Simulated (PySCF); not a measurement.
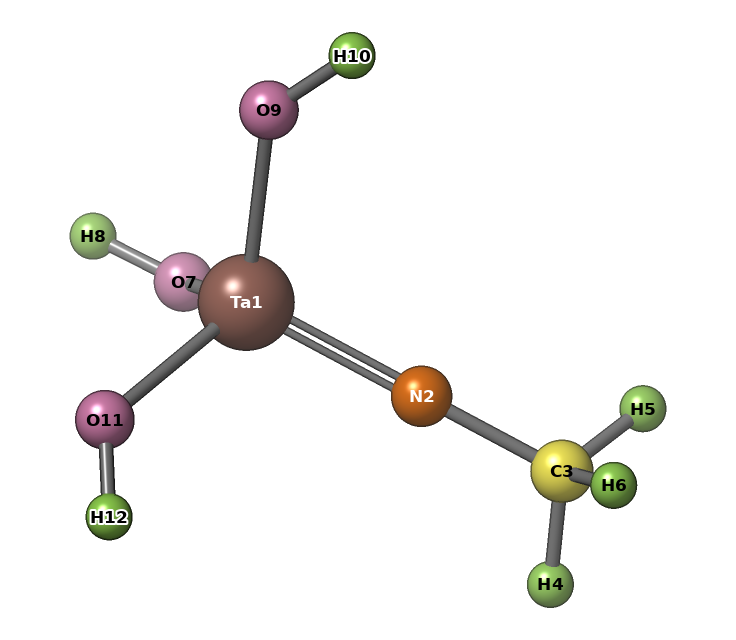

O7 lies behind Ta1. The molecule seen a little off the Ta1–O7 bond, Ta1 in front. Depth is shown by fading: the farther an atom, the more it takes the colour of the background. The species is neutral and a spin singlet. The computed structure is the end point of a PBE0-D3(BJ)/def2-SVP optimisation. No frequency run is at hand to confirm it as a minimum.

What is the torsion angle O9–Ta1–O7–H8? The sign is positive where the front bond must turn clockwise to cover the back bond.

Answer. −61°, synclinal (gauche).
